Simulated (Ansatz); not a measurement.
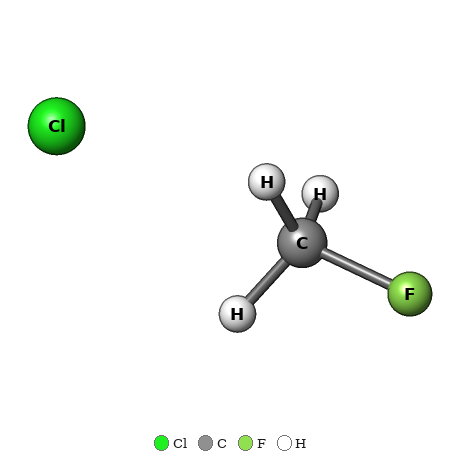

Charge −1, singlet. Sticks follow a distance rule. Harmonic vibrations computed with RKS PBE0-D4/def2-TZVPD (Ansatz 0.2.0) at a stationary point of the same level.

**Is this a minimum or a saddle point?**

A minimum: no imaginary frequency, and the lowest mode lies at 88 cm⁻¹.

**List the wavenumbers.**

12 modes: 88, 88, 106, 984, 1146, 1146, 1418, 1473, 1473, 3089, 3191, 3191 cm⁻¹.
